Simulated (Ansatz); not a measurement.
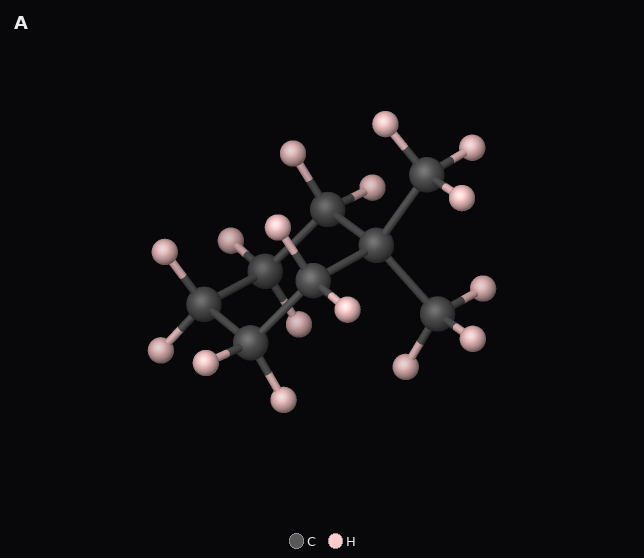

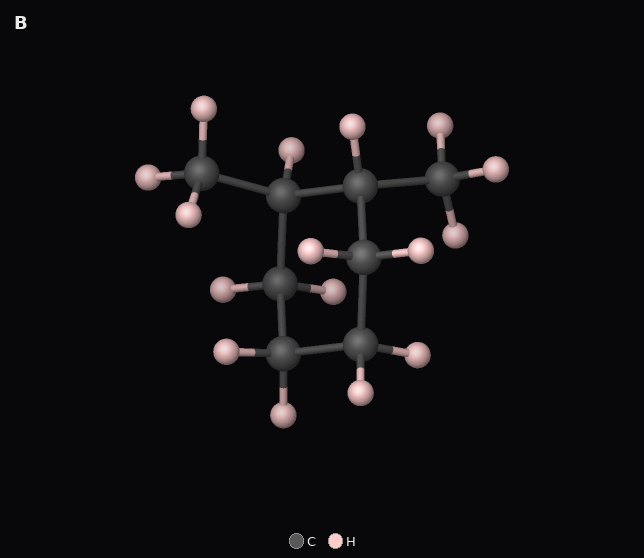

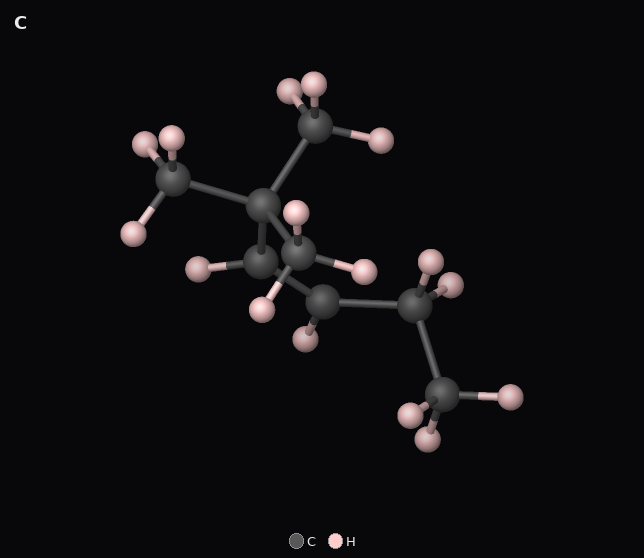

3 stationary structures of one formula. Geometries: PBE0-D4/def2-TZVP. Electronic energies: r2SCAN-D4/def2-TZVPP (Ansatz 0.2.0), without zero-point energy. No frequency run is at hand to confirm each as a minimum. Each is one conformer, not always the lowest.

### How are they related?

They are constitutional isomers of C8H16: A `CC1(C)CCCCC1`, B `C[C@@H]1CCCC[C@H]1C`, C `CC/C=C\C(C)(C)C`.

### Which structure is the most stable?

A is lowest; B lies 0.117 eV above it, C lies 1.010 eV above it.
